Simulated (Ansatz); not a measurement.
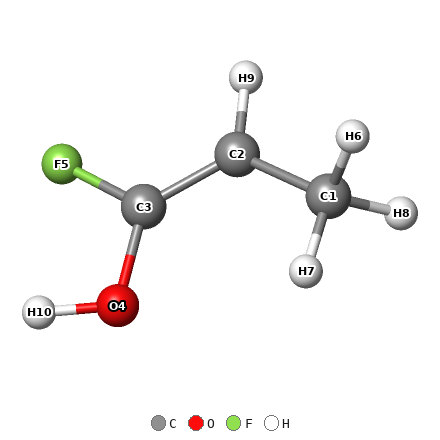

The system is C₃H₅FO, SMILES CC=C(O)F; the picture shows the reference structure. The first coordinate is: dihedral C2–C3–O4–H10; the second: dihedral C1–C2–C3–O4. Nothing is relaxed (all other coordinates rigid). Grid: 10 × 10 points. Points are written as (first, second). Energies are in kcal/mol, from the lowest grid point. The dihedral twists a double bond; near 90° a spin-restricted reference is unreliable. Level of theory: RKS PBE-D4/def2-TZVP (Ansatz).

Its coordinates:

```yaml
atoms:
  - { symbol: C, position_ang: [-1.1510, -0.7972, 0.0977] }
  - { symbol: C, position_ang: [-0.2040, 0.2358, 0.6237] }
  - { symbol: C, position_ang: [0.9120, 0.6094, -0.0021] }
  - { symbol: O, position_ang: [1.4012, 0.0907, -1.1517] }
  - { symbol: F, position_ang: [1.7271, 1.5771, 0.5019] }
  - { symbol: H, position_ang: [-2.1757, -0.3986, 0.0285] }
  - { symbol: H, position_ang: [-0.8527, -1.1420, -0.9007] }
  - { symbol: H, position_ang: [-1.1952, -1.6785, 0.7581] }
  - { symbol: H, position_ang: [-0.4046, 0.7178, 1.5803] }
  - { symbol: H, position_ang: [2.0260, 0.7345, -1.5327] }
```

Range: dihedral C2–C3–O4–H10 from −180 to 144°; dihedral C1–C2–C3–O4 from −180 to 144°.

Question: What will the energy surface look like?

Answer: The lowest grid point is at (−180°, 0°). Other grid points that lie below all their neighbours: (−180°, −180°) (0.30 kcal/mol higher); (0°, −180°) (1.5 kcal/mol higher); (0°, 0°) (1.8 kcal/mol higher). The highest grid point, (108°, −108°), lies 62.5 kcal/mol above the lowest.

| dihedral C1–C2–C3–O4 ↓, dihedral C2–C3–O4–H10 → | −180 | −144 | −108 | −72 | −36 | 0 | 36 | 72 | 108 | 144 |
| --- | --- | --- | --- | --- | --- | --- | --- | --- | --- | --- |
| 144 | 12.8 | 17.2 | 18.6 | 16.1 | 13.2 | 13.5 | 16.7 | 17.5 | 13.6 | 10.6 |
| 108 | 47.9 | 56.7 | 61.5 | 56.2 | 49.0 | 47.5 | 53.5 | 57.6 | 52.2 | 46.0 |
| 72 | 49.4 | 47.1 | 53.1 | 59.1 | 55.7 | 49.3 | 49.9 | 56.8 | 62.2 | 58.0 |
| 36 | 13.6 | 11.4 | 14.3 | 18.4 | 18.0 | 14.7 | 14.0 | 16.7 | 19.0 | 17.7 |
| 0 | 0.0 | 0.4 | 1.9 | 3.0 | 2.4 | 1.8 | 2.4 | 2.9 | 1.8 | 0.3 |
| −36 | 12.7 | 16.9 | 18.6 | 16.4 | 13.5 | 13.8 | 16.9 | 17.7 | 13.7 | 10.7 |
| −72 | 48.1 | 56.7 | 61.3 | 56.3 | 49.4 | 48.3 | 54.3 | 58.0 | 52.4 | 46.1 |
| −108 | 49.2 | 46.9 | 53.0 | 58.7 | 55.0 | 48.7 | 49.7 | 56.8 | 62.5 | 58.2 |
| −144 | 13.7 | 11.2 | 14.2 | 18.3 | 17.6 | 14.2 | 13.6 | 16.5 | 19.2 | 18.0 |
| −180 | 0.3 | 0.5 | 1.8 | 2.9 | 2.3 | 1.5 | 2.1 | 2.8 | 1.8 | 0.5 |

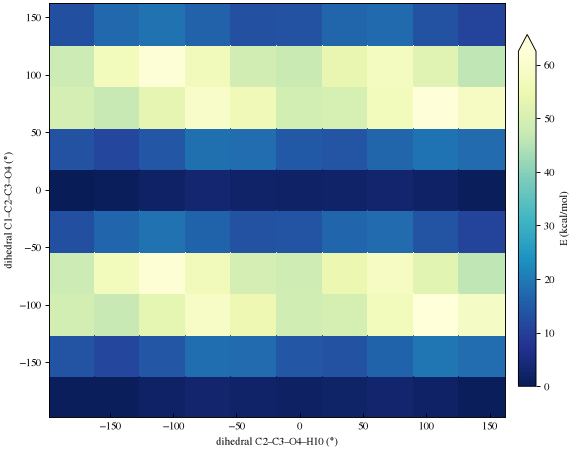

In the figure: one coloured cell a grid point, one colour for all values above the top of the scale.

Each point was launched as `ansatz run input.yaml --threads 1 --pin off --max-ram 2560MiB --backend cpu --events-out ev --progress --plain --runs-dir out`. Time for the 100 points that were run: 13 min on 1 thread of Arm Neoverse V1, with other jobs on the host.
